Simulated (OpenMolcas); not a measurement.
**doublet CH5AsSi+ at 6 levels**

We compute a comparison of 6 runs (UHF/def2-SVP, UB3LYP/6-31G*, UB3LYP/def2-SVP, UBLYP/def2-SVP, UM06-2X/def2-SVP, UPBE0/def2-SVP) of doublet CH5AsSi+. 

Program for the calculation: OpenMolcas 26.06.

## (1) Starting point

CH5AsSi+: 8 atoms, total charge +1, spin state doublet. SMILES of the parent species: `C1[SiH2][AsH]1`. The shape is that of a PBE0-D4/def2-TZVP optimisation. That shape belongs to the parent species and isn't relaxed for this state.

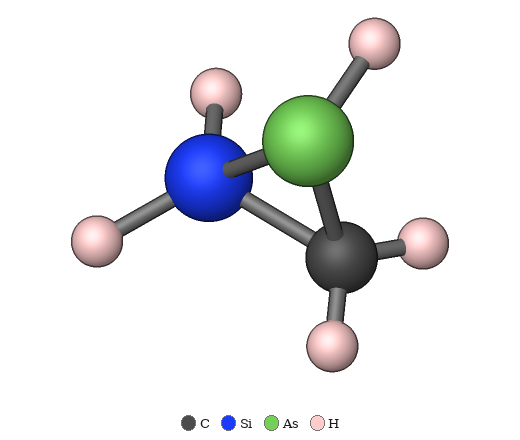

Viewed from a chosen angle; carbon dark grey, silicon blue, arsenic green, hydrogen pink.

## (2) The energy at UHF/def2-SVP (run 1)

Contents of calc.inp:

```
* CH5AsSi Hartree-Fock

&GATEWAY
  BasLib=$CurrDir
  Coord
  8
  angstrom
  C       -0.770300       0.017900      -0.576000
  Si       0.707800       0.663100       0.315700
  As      -0.538100      -1.122700       1.107200
  H       -0.667200      -0.524000      -1.509300
  H       -1.690700       0.591800      -0.522300
  H        0.581300       1.973900       0.990500
  H        2.040800       0.422300      -0.277100
  H        0.428400      -2.079400       0.415600
  Basis=def2-SVP
  Group=NoSym

&SEWARD

&SCF
  UHF
  Charge=1
  Spin=2
  Thresholds=1e-10 1e-07 1e-07 1e-05
  PrOrbitals=1 1
```

The basis set def2-SVP is read from a file made from the Basis Set Exchange's data (not shown).

Started as:

```
$ export MOLCAS_MEM=1860
$ pymolcas calc.inp > calc.log
```

The log of the run:

```text
--- Start Module: gateway ---
[...]
--- Stop Module: gateway /rc=_RC_ALL_IS_WELL_ ---
--- Start Module: seward ---
[...]
      Basis functions           89
--- Stop Module: seward /rc=_RC_ALL_IS_WELL_ ---
[...]
--- Start Module: scf ---
[...]
       Convergence after  32 Iterations
[...]
::    Total SCF energy                              -2563.1801751313
[...]
      Total spin, S                                     0.5129056605
[...]
      Total electronic charge=   57.000000
      Total            charge=    1.000000
[...]
      Dipole Moment (debye):
      Origin of the operator (angstrom)=   -0.2423   -0.5416    0.7001
                   X=  1.3088E+00               Y=  1.4728E+00               Z= -1.4911E+00           Total=  2.4710E+00
      Center of Charge (angstrom)
[...]
--- Stop Module: scf /rc=_RC_ALL_IS_WELL_ ---
[...]
```

It took 17 s on 1 thread of Intel Xeon Platinum 8259CL at 2.50GHz (Skylake/Cascade Lake), shared host; peak memory 0.49 GiB.

## (3) A single-point energy at UB3LYP/6-31G(d) (spherical functions) (run 2)

Contents of run.input:

```
&GATEWAY
 BasLib=$CurrDir
 Coord
 8
 angstrom
 C       -0.770300       0.017900      -0.576000
 Si       0.707800       0.663100       0.315700
 As      -0.538100      -1.122700       1.107200
 H       -0.667200      -0.524000      -1.509300
 H       -1.690700       0.591800      -0.522300
 H        0.581300       1.973900       0.990500
 H        2.040800       0.422300      -0.277100
 H        0.428400      -2.079400       0.415600
 Basis=6-31Gs
 Group=NoSym

&SEWARD
 GridInput
 Grid=UltraFine
 End of Grid

&SCF
 UHF
 Charge=1
 Spin=2
 KSDFT=B3LYP
 Thresholds=1e-10 1e-07 1e-07 1e-05
 PrOrbitals=1 2
```

The basis set 6-31G* is read from a file made from the Basis Set Exchange's data (not shown).

Started as:

```
$ export MOLCAS_MEM=1860
$ pymolcas run.input > run.log
```

The log of the run:

```text
--- Start Module: gateway ---
[...]
--- Stop Module: gateway /rc=_RC_ALL_IS_WELL_ ---
--- Start Module: seward ---
[...]
      Basis functions           74
--- Stop Module: seward /rc=_RC_ALL_IS_WELL_ ---
[...]
--- Start Module: scf ---
[...]
       Convergence after  24 Iterations
[...]
::    Total KS-DFT energy                           -2565.8775781061
[...]
      Total spin, S                                     0.5020111868
[...]
      Total electronic charge=   57.000000
      Total            charge=    1.000000
[...]
      Dipole Moment (debye):
      Origin of the operator (angstrom)=   -0.2423   -0.5416    0.7001
                   X=  1.0784E+00               Y=  1.5897E+00               Z= -1.7415E+00           Total=  2.5929E+00
      Center of Charge (angstrom)
[...]
--- Stop Module: scf /rc=_RC_ALL_IS_WELL_ ---
[...]
```

Wall time 56 s (1 thread of Intel Xeon Platinum 8259CL at 2.50GHz (Skylake/Cascade Lake), shared host); peak memory 0.43 GiB.

Runs 3 to 5 aren't shown in full; the table further down has their settings and results.

## (4) A single-point energy at UPBE0/def2-SVP (run 6)

Contents of input.xyz:

```xyz
8

C     -0.770300     0.017900    -0.576000
Si     0.707800     0.663100     0.315700
As    -0.538100    -1.122700     1.107200
H     -0.667200    -0.524000    -1.509300
H     -1.690700     0.591800    -0.522300
H      0.581300     1.973900     0.990500
H      2.040800     0.422300    -0.277100
H      0.428400    -2.079400     0.415600
```

Contents of mol.input:

```
* CH5AsSi Kohn-Sham DFT
&GATEWAY
BasLib
$CurrDir
Coord
input.xyz
Basis
def2-SVP
Group
NoSym
&SEWARD
GridInput
Grid=UltraFine
End of Grid
&SCF
UHF
Charge
1
Spin
2
KSDFT
PBE0
Thresholds
1e-10 1e-07 1e-07 1e-05
PrOrbitals
1
```

The basis set def2-SVP is read from a file made from the Basis Set Exchange's data (not shown).

Started as:

```
$ export MOLCAS_MEM=1860
$ pymolcas mol.input > mol.log
```

The log of the run:

```text
--- Start Module: gateway ---
[...]
--- Stop Module: gateway /rc=_RC_ALL_IS_WELL_ ---
--- Start Module: seward ---
[...]
      Basis functions           89
--- Stop Module: seward /rc=_RC_ALL_IS_WELL_ ---
[...]
--- Start Module: scf ---
[...]
       Convergence after  23 Iterations
[...]
::    Total KS-DFT energy                           -2565.2842921079
[...]
      Total spin, S                                     0.5031438666
[...]
      Total electronic charge=   57.000000
      Total            charge=    1.000000
[...]
      Dipole Moment (debye):
      Origin of the operator (angstrom)=   -0.2423   -0.5416    0.7001
                   X=  1.1823E+00               Y=  1.5033E+00               Z= -1.6395E+00           Total=  2.5191E+00
      Center of Charge (angstrom)
[...]
--- Stop Module: scf /rc=_RC_ALL_IS_WELL_ ---
[...]
```

Wall time 64 s (1 thread of Intel Xeon Platinum 8259CL at 2.50GHz (Skylake/Cascade Lake), shared host); peak memory 0.49 GiB.

## (5) All runs side by side

```csv
run,level,integration grid,energy (Eh),HOMO energy (eV),LUMO energy (eV),⟨S²⟩,wall time
1,UHF/def2-SVP,–,-2563.180175,-16.07,-7.24,0.776,17 s
2,UB3LYP/6-31G* (spherical functions),UltraFine,-2565.877578,-13.35,-11.23,0.754,56 s
3,UB3LYP/def2-SVP,UltraFine,-2565.789512,-13.46,-11.31,0.754,68 s
4,UBLYP/def2-SVP,UltraFine,-2565.743725,-12.44,-11.80,0.752,68 s
5,UM06-2X/def2-SVP,UltraFine,-2565.695420,-14.72,-10.05,0.759,1.9 min
6,UPBE0/def2-SVP,UltraFine,-2565.284292,-13.71,-11.06,0.756,64 s
```

## (6) Outcome

```
                                 quantity           value
                      run 6: total energy  -2565.28429 Eh
run 6: HOMO energy (highest over α and β)       -13.71 eV
 run 6: LUMO energy (lowest over α and β)       -11.06 eV
                              run 6: ⟨S²⟩           0.756
```

What this shows: Totals of different functionals can't be ranked against each other. All runs together took 6.4 min, the longest 1.9 min.
